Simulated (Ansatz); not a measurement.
A series of calculations on BH₃ClF

Part 1: Relaxation

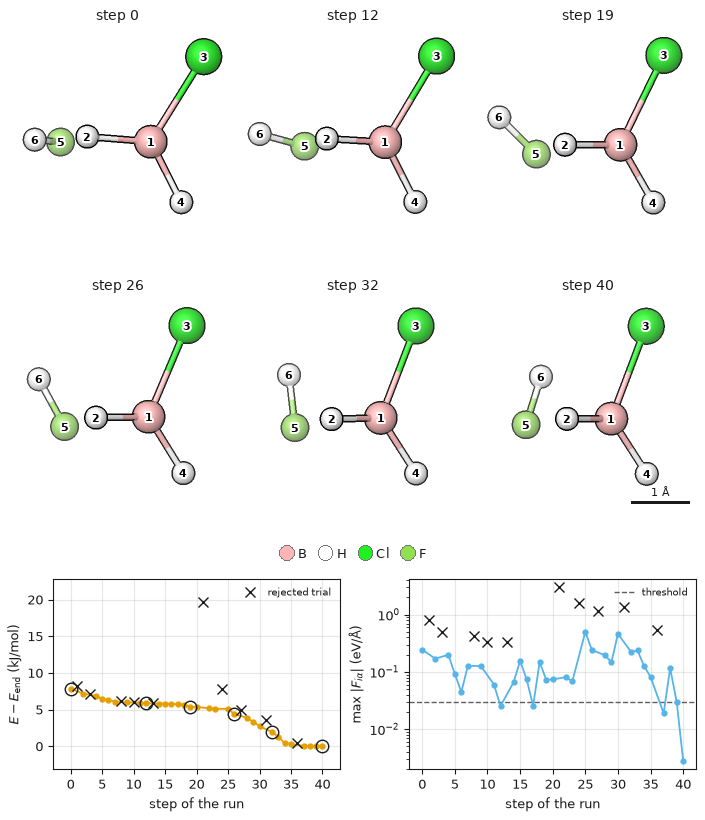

Frames of a relaxation of BH3ClF, marked on the history of the run. A ball-and-stick model, seen at a tilt.

The run prepares an end point of a later path (reaction) calculation, from a guessed geometry.

The calculation used RKS B3LYP/def2-SVP in Ansatz 0.2.0. (no spin polarisation; force threshold 0.03 eV/Å; at most 50 steps)

Describe the path.

Answer. The energy falls by 7.87 kJ/mol in 30 accepted moves (40 points after the start). The largest force component goes from 0.25 to 0.0028 eV/Å. The line search rejected the trial steps at points 1, 3, 8, 10, 13, 21, 24, 27 and more of the run. The forces were under the threshold at step 12, but the run went on from there. The atom that moves furthest after the best rigid fit is H6 (1.07 Å). By element the largest moves are H 1.07 Å, Cl 0.57 Å, F 0.56 Å, B 0.21 Å. Some distances before and after: B1–F5 2.518 → 2.119 Å, B1–Cl3 1.748 → 1.797 Å, F5–H6 0.926 → 0.936 Å. Among the angles between lasting bonds that change: Cl3–B1–H4 119.4° → 116.7°. The run took 76 s on 1 thread of Arm Neoverse V1, on a shared host, peak memory 0.12 GiB. From step 0 to 12: H6 moves most (0.30 Å), energy −2.01 kJ/mol. From step 12 to 19: H6 moves most (0.33 Å), energy −0.48 kJ/mol. From step 19 to 26: H6 moves most (0.21 Å), energy −0.98 kJ/mol. From step 26 to 32: H6 moves most (0.25 Å), energy −2.47 kJ/mol. From step 32 to 40: H6 moves most (0.26 Å), energy −1.94 kJ/mol.

```csv
step,"E − E(0), kJ/mol","largest force component, eV/Å",note
0,0.00,0.2458,
1,0.35,0.8036,rejected
2,-0.68,0.1706,
3,-0.67,0.4884,rejected
4,-0.99,0.1992,
5,-1.38,0.0928,
6,-1.54,0.0446,
7,-1.79,0.1283,
8,-1.66,0.4271,rejected
9,-1.85,0.1262,
10,-1.79,0.3387,rejected
12,-2.01,0.0254,
13,-1.95,0.3350,rejected
15,-2.04,0.1565,
16,-2.07,0.0746,
18,-2.17,0.1489,
19,-2.49,0.0733,
21,11.83,2.9880,rejected
23,-2.74,0.0683,
24,-0.01,1.6218,rejected
26,-3.47,0.2418,
27,-2.90,1.1619,rejected
29,-4.51,0.1475,
31,-4.25,1.3438,rejected
32,-5.93,0.2238,
34,-7.43,0.1271,
35,-7.56,0.0819,
37,-7.81,0.0190,
38,-7.84,0.1159,
40,-7.87,0.0028,
```

Part 2: Relaxation

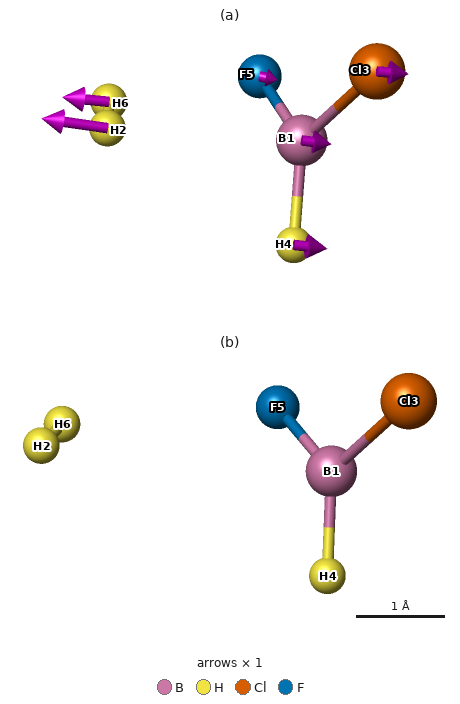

The structure of BH3ClF before (top) and after (bottom) a relaxation, at one scale. The purple arrows give the displacements, at their true length.

A ball-and-stick model, seen from a free direction.

The run prepares an end point of a later path (reaction) calculation, from a guessed geometry.

Level of theory: RKS B3LYP/def2-SVP in Ansatz 0.2.0. Set-up: no spin polarisation; force threshold 0.03 eV/Å; at most 50 steps.

**Describe what moved and what it gained.**

H2 moves most after the best rigid fit: 0.77 Å. By element the largest moves are H 0.77 Å, Cl 0.37 Å, B 0.35 Å, F 0.21 Å. Near-neighbour distances that change, for instance: H2–H6 0.717 → 0.760 Å, B1–F5 1.319 → 1.315 Å. After 15 accepted moves (23 points after the start) the energy has fallen by 0.184 eV. Largest force component: 1.8 eV/Å at the start, 0.0034 eV/Å at the end. The line search rejected the trial steps at points 3, 8, 10, 11, 16, 17, 18, 20 of the run. The forces were under the threshold at step 12, but the run went on from there.

Part 3: Path

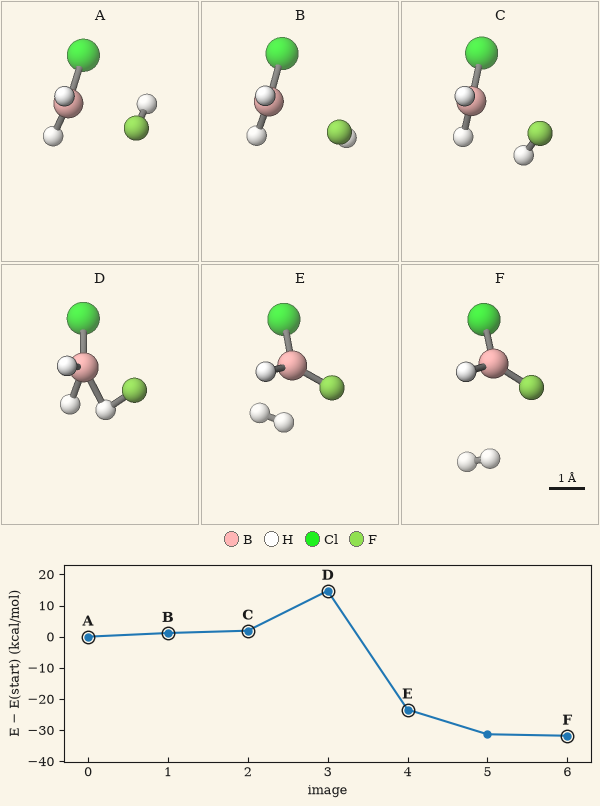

NEB run on BH$_{3}$ClF. Images are numbered from 0 (start) to 6 (end). Frames A to F are images 0, 1, 2, 3, 4, 6. The picture is a ball-and-stick view, seen at a tilt.

Computed with RKS B3LYP/def2-SVP in Ansatz 0.2.0. Run with 5 movable images; climbing image; force threshold 0.03 eV/Å; iteration limit 60; starting path through a guess of the saddle point.

Question: Read off the barrier and say what moves.

Answer: Breaking: B–H (1.20 → 3.50 Å), F–H (0.94 → 2.79 Å). Forming: B–F (2.12 → 1.32 Å), H–H (2.90 → 0.76 Å). The energy climbs by 14.7 kcal/mol to image 3 and then falls by 46.5 kcal/mol, so the end point sits at −31.8 kcal/mol. The band converged in 34 iterations, with a climbing image at the top.

Cost: 4.2 min on 1 thread of Arm Neoverse V1 (shared host), peak memory 0.12 GiB.
